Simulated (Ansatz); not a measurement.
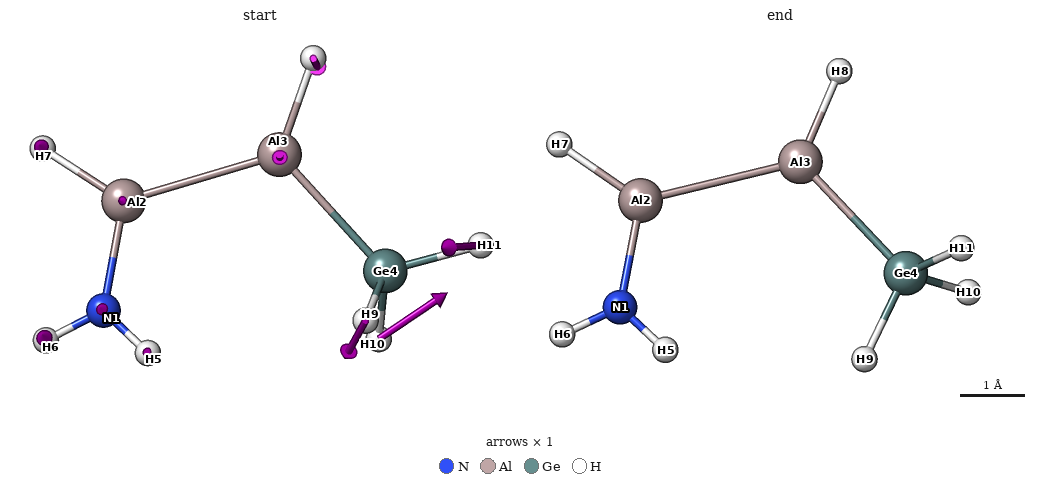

The structure of Al2GeNH7 before (left) and after (right) a relaxation, at one scale. The purple arrows give the displacements, at their true length.

A ball-and-stick model, seen face on.

The start comes from PBE-D4/def2-SVP.

Level of theory: Ansatz, RKS PBE0-D4/def2-TZVP. Settings: force threshold 0.005 eV/Å; at most 150 steps.

Summarise the run.

Answer. The largest move after the best rigid fit is that of H10, 1.32 Å. By element the largest moves are H 1.32 Å, Al 0.32 Å, N 0.20 Å, Ge 0.05 Å. Among the contacts that change: N1–Al2 1.795 → 1.773 Å, Ge4–H9 1.563 → 1.545 Å, Ge4–H10 1.561 → 1.545 Å, N1–H5 1.024 → 1.008 Å. Among the angles between lasting bonds that change: Al3–Ge4–H11 117.5° → 112.7°, Al3–Ge4–H9 110.1° → 113.1°, Al2–Al3–Ge4 116.5° → 118.9°. Groups turn about Al3–Ge4 by about 65°. After 66 accepted moves (79 points after the start) the energy has fallen by 3.29 kJ/mol. Largest force component: 0.69 eV/Å at the start, 0.0035 eV/Å at the end. The line search rejected the trial steps at points 16, 18, 29, 30, 33, 35, 42, 46 and more of the run.
